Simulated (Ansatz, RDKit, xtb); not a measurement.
# C3H6B2N2: ranking a sample of isomers, part 2 of 2

A sample of isomers of C3H6B2N2 is drawn. Aim: find which of them has the lowest free energy at 298.15 K, then its properties. The sample is small against all isomers, and the most stable one of this formula need not be in it.

xtb, Ansatz and PySCF; isolated molecules. The steps go on from the part before.

**9. Last filter: a higher level**

Each finalist gets a single point at CCSD(T)/def2-SVP + MP2/def2-TZVPP - MP2/def2-SVP.

c887a, CCSD(T)/def2-SVP:

Contents of input.yaml:

```yaml
crystal:
  periodic: [false, false, false]
  atoms:
    - {symbol: C, position_ang: [-0.777788, 1.089354, 1.401520]}
    - {symbol: C, position_ang: [-0.434625, 0.901727, 0.004835]}
    - {symbol: C, position_ang: [0.140962, 0.274883, 2.041367]}
    - {symbol: B, position_ang: [-1.863147, 1.951822, 2.044496]}
    - {symbol: B, position_ang: [2.015813, -1.242533, 1.316325]}
    - {symbol: "N", position_ang: [0.563580, 0.079176, -0.174822]}
    - {symbol: N, position_ang: [0.938492, -0.325231, 1.096777]}
    - {symbol: H, position_ang: [-1.986479, 1.969474, 3.245343]}
    - {symbol: H, position_ang: [-2.602982, 2.619440, 1.363876]}
    - {symbol: H, position_ang: [-0.918223, 1.367813, -0.855871]}
    - {symbol: H, position_ang: [2.609211, -1.671762, 0.370321]}
    - {symbol: H, position_ang: [2.262056, -1.529951, 2.457044]}
    - {symbol: H, position_ang: [0.289109, 0.075336, 3.101645]}
basis:
  gaussian: {orbitals: def2-SVP}
total_charge: 0
correlation: {method: ccsd_t, frozen_orbitals: {"N": 1, C: 1, B: 1, H: 0}}
```

On the command line:

```
ansatz run input.yaml --threads 2 --pin off --max-ram 5220MiB --events-out events.jsonl --progress --plain --runs-dir runs
```

The log of the run, shortened:

```text
Warning: RAYON_NUM_THREADS=2 ignored (pool sized by the plan → 2); use --threads N
Functional definition: HF
  name "HF"
[...]
1325 factors; integrals over basis functions are off by at most 1.4e-3 eV
[...]
mean field -7486.99697023 eV, -275.1420637871 hartree, gradient 7.7e-6 eV, S^2 0.000000; 0 other end points of the search recorded, 0 dependent functions left out
7 core orbitals not correlated: weight in the atoms' cores, before any rotation towards them, 1.000 or more for the frozen orbitals, at most 0.000 for the correlated occupied ones
reference -7486.99697023 eV, -275.1420637871 hartree; 17, 17 occupied and 104, 104 virtual orbitals, 1325 factors
second order -23.77587145 eV of doubles, -0.00000000 eV of singles
cycle   1  -24.15931627 eV  change   -3.8e-1 eV  update   1.3e-1
[...]
cycle  10  -25.07574224 eV  change    2.1e-6 eV  update   2.3e-5
perturbative correction -1.03620259 eV, -0.0380797430 hartree
Total energy: -7513.10891507 eV, -276.1016600606 hartree
```

Run time: 57 s. Hardware: 2 threads of AMD EPYC (Zen 3), shared host; peak memory 0.88 GiB.

**10. c887a at MP2/def2-TZVPP**

input.yaml: that of step 9 with these lines changed.

```diff
@@ -9,3 +9,3 @@
     - {symbol: "N", position_ang: [0.563580, 0.079176, -0.174822]}
-    - {symbol: N, position_ang: [0.938492, -0.325231, 1.096777]}
+    - {symbol: "N", position_ang: [0.938492, -0.325231, 1.096777]}
     - {symbol: H, position_ang: [-1.986479, 1.969474, 3.245343]}
@@ -17,4 +17,6 @@
 basis:
-  gaussian: {orbitals: def2-SVP}
-total_charge: 0
-correlation: {method: ccsd_t, frozen_orbitals: {"N": 1, C: 1, B: 1, H: 0}}
+  gaussian:
+    orbitals: def2-TZVPP
+correlation:
+  method: mp2
+  frozen_orbitals: {"N": 1, C: 1, B: 1, H: 0}
```

On the command line:

```
ansatz run input.yaml --threads 2 --pin off --max-ram 5220MiB --events-out events.jsonl --progress --plain --runs-dir runs
```

The log of the run:

```text
Warning: RAYON_NUM_THREADS=2 ignored (pool sized by the plan → 2); use --threads N
[... 2 set-up lines as earlier in the session ...]
  exchange = exact_x
  correlation = 0
1827 factors; integrals over basis functions are off by at most 1.4e-3 eV
mean field evaluation 1: about -7491.2223 eV, gradient 3.4e1 eV
mean field evaluation 2: about -7491.5943 eV, gradient 3.4e1 eV
mean field evaluation 4: about -7495.2699 eV, gradient 5.4e0 eV
mean field evaluation 8: about -7495.3529 eV, gradient 3.5e-1 eV
mean field -7495.35373551 eV, -275.4491692468 hartree, gradient 8.2e-6 eV, S^2 0.000000; 0 other end points of the search recorded, 0 dependent functions left out
7 core orbitals not correlated: weight in the atoms' cores, before any rotation towards them, 1.000 or more for the frozen orbitals, at most 0.000 for the correlated occupied ones
reference -7495.35373551 eV, -275.4491692468 hartree; 17, 17 occupied and 277, 277 virtual orbitals, 1827 factors
second order -28.96739611 eV of doubles, -0.00000000 eV of singles
Total energy: -7524.32113162 eV, -276.5137014191 hartree
```

Run time: 27 s. Hardware: 2 threads of AMD EPYC (Zen 3), shared host; peak memory 0.93 GiB.

**11. c277a at CCSD(T)/def2-SVP**

Contents of input.yaml:

```yaml
basis:
  gaussian: {orbitals: def2-SVP}
crystal:
  periodic: [false, false, false]
  atoms:
    - {symbol: C, position_ang: [-0.366073, 0.858047, 1.371182]}
    - {symbol: C, position_ang: [-0.012412, 1.551133, 0.222275]}
    - {symbol: C, position_ang: [1.060957, 0.825124, -0.359771]}
    - {symbol: B, position_ang: [-1.471508, 1.218987, 2.368094]}
    - {symbol: B, position_ang: [0.598859, -1.297320, 2.390024]}
    - {symbol: "N", position_ang: [1.363828, -0.238470, 0.357500]}
    - {symbol: "N", position_ang: [0.511542, -0.245576, 1.418780]}
    - {symbol: H, position_ang: [-2.116898, 2.212395, 2.145746]}
    - {symbol: H, position_ang: [-1.710713, 0.558489, 3.343134]}
    - {symbol: H, position_ang: [-0.476106, 2.465351, -0.142795]}
    - {symbol: H, position_ang: [1.616210, 1.045160, -1.272286]}
    - {symbol: H, position_ang: [-0.160496, -1.284477, 3.315546]}
    - {symbol: H, position_ang: [1.433091, -2.139591, 2.222933]}
correlation: {method: ccsd_t, frozen_orbitals: {"N": 1, C: 1, B: 1, H: 0}}
```

On the command line:

```
ansatz run input.yaml --threads 2 --pin off --max-ram 5220MiB --events-out events.jsonl --progress --plain --runs-dir runs
```

The log of the run, shortened:

```text
Warning: RAYON_NUM_THREADS=2 ignored (pool sized by the plan → 2); use --threads N
[... 2 set-up lines as earlier in the session ...]
[...]
1325 factors; integrals over basis functions are off by at most 1.2e-3 eV
[...]
mean field -7486.79555836 eV, -275.1346620374 hartree, gradient 7.5e-6 eV, S^2 0.000000; 0 other end points of the search recorded, 0 dependent functions left out; unrestricted orbitals would lower it
7 core orbitals not correlated: weight in the atoms' cores, before any rotation towards them, 1.000 or more for the frozen orbitals, at most 0.000 for the correlated occupied ones
reference -7486.79555836 eV, -275.1346620374 hartree; 17, 17 occupied and 104, 104 virtual orbitals, 1325 factors
second order -23.94763523 eV of doubles, -0.00000000 eV of singles
cycle   1  -24.25136745 eV  change   -3.0e-1 eV  update   1.3e-1
[...]
cycle  10  -25.17869441 eV  change    8.2e-6 eV  update   2.0e-5
perturbative correction -1.05830019 eV, -0.0388918145 hartree
Total energy: -7513.03255295 eV, -276.0988538045 hartree
```

Run time: 57 s. Hardware: 2 threads of AMD EPYC (Zen 3), shared host; peak memory 0.89 GiB.

For c277a, c216a, c607a, c929a the log finds that unrestricted Hartree-Fock orbitals lie lower, a sign to watch the closed-shell reference there.

**12. The ranking**

Energies in kcal/mol from c887a; G adds the thermal terms to the CCSD(T)/def2-SVP + MP2/def2-TZVPP - MP2/def2-SVP energy. The columns left of the relaxed level are at the tight-binding geometries.

| label | SMILES | spin | GFN2-xTB | HF/STO-3G | r2SCAN-D4/def2-SVP | B3LYP/def2-SVP | HF/def2-SVP | MP2/def2-SVP | CCSD(T)/def2-SVP + MP2/def2-TZVPP - MP2/def2-SVP | G | share at equilibrium | T1 |
| --- | --- | --- | --- | --- | --- | --- | --- | --- | --- | --- | --- | --- |
| c887a | Bc1cnn(B)c1 | singlet | 0.0 | 0.0 | 0.0 | 0.0 | 0.0 | 0.0 | 0.0 | 0.0 | 91.7 % | 0.014 |
| c277a | Bc1ccnn1B | singlet | 0.3 | 1.7 | 0.5 | 1.4 | 4.6 | 0.7 | 1.4 | 1.4 | 8.2 % | 0.013 |
| c216a | Bc1ccn(B)n1 | singlet | 2.8 | 3.2 | 4.2 | 4.2 | 6.0 | 3.3 | 4.1 | 3.9 | 0.1 % | 0.012 |
| c607a | Bc1cn[nH]c1B | singlet | 20.1 | 25.5 | 13.2 | 15.3 | 19.7 | 14.7 | 16.3 | 15.8 | < 0.1 % | 0.013 |
| c929a | Bc1cc(B)[nH]n1 | singlet | 21.1 | 25.0 | 14.3 | 15.9 | 21.0 | 15.6 | 17.6 | 17.2 | < 0.1 % | 0.012 |
| c528a | Bc1c[nH]nc1B | singlet | 24.6 | 28.0 | 17.5 | 19.2 | 22.0 | 18.5 | 19.7 | 18.9 | < 0.1 % | 0.013 |

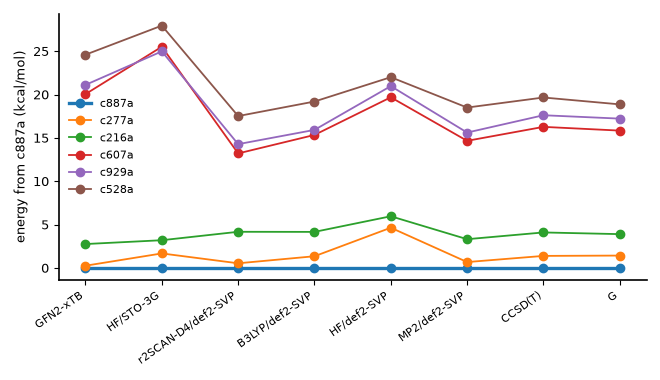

The finalists at each level, measured from c887a.

Lowest found: c887a, `Bc1cnn(B)c1`, a singlet. Bond lengths: C1–C2 1.450 Å, C1–C3 1.385 Å, C1–B4 1.528 Å, C2–N6 1.306 Å, C3–N7 1.374 Å, B5–N7 1.432 Å, N6–N7 1.386 Å, B4–H8 1.207 Å, B4–H9 1.207 Å, C2–H10 1.092 Å, B5–H11 1.196 Å, B5–H12 1.202 Å, C3–H13 1.089 Å. Some angles: C1–C2–N6 113.3°, C2–C1–C3 102.2°, C2–C1–B4 130.3°, C3–C1–B4 127.5°, C1–C3–N7 108.9°, C2–N6–N7 105.3°, C3–N7–B5 127.7°, C3–N7–N6 110.3°, B5–N7–N6 122.1°, C1–C2–H10 126.8°.

```xyz
13

C    -0.7778    1.0894    1.4015
C    -0.4346    0.9017    0.0048
C     0.1410    0.2749    2.0414
B    -1.8631    1.9518    2.0445
B     2.0158   -1.2425    1.3163
N     0.5636    0.0792   -0.1748
N     0.9385   -0.3252    1.0968
H    -1.9865    1.9695    3.2453
H    -2.6030    2.6194    1.3639
H    -0.9182    1.3678   -0.8559
H     2.6092   -1.6718    0.3703
H     2.2621   -1.5300    2.4570
H     0.2891    0.0753    3.1016
```

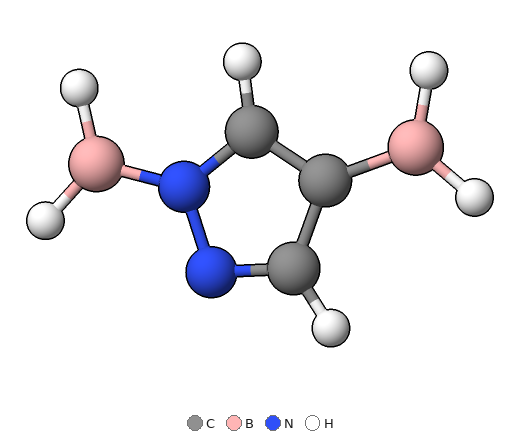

The lowest structure found, seen from a chosen angle (carbon grey, boron pink, nitrogen blue, hydrogen white).

**13. Results**

What follows sums up all 2 parts.

| quantity | value |
| --- | --- |
| lowest structure found | Bc1cnn(B)c1, singlet |
| next finalist | Bc1ccnn1B, singlet, 1.4 kcal/mol higher in G |
| share at equilibrium, among the finalists | 91.7 % |
| funnel | 6 starts, 6 minima at GFN2-xTB, 9 screening runs, 6 relaxed, 6 ranked |
| CPU time of all runs | 26 min |

In words: `Bc1cnn(B)c1` comes out lowest. Its margin of 1.4 kcal/mol is inside the likely error of CCSD(T)/def2-SVP + MP2/def2-TZVPP - MP2/def2-SVP with harmonic terms (about 1.5 kcal/mol), so the order of the first two is not settled. GFN2-xTB, HF/STO-3G, r2SCAN-D4/def2-SVP, B3LYP/def2-SVP, HF/def2-SVP and MP2/def2-SVP already put its bonding pattern lowest among the structures in one piece. The largest share of the time went into the final energies (60 %). Lowest found is not proven lowest: the search is finite, and each finalist counts with one conformer. Only 6 drawn patterns were tried, so whole families of isomers are missing, and the result ranks this sample alone.
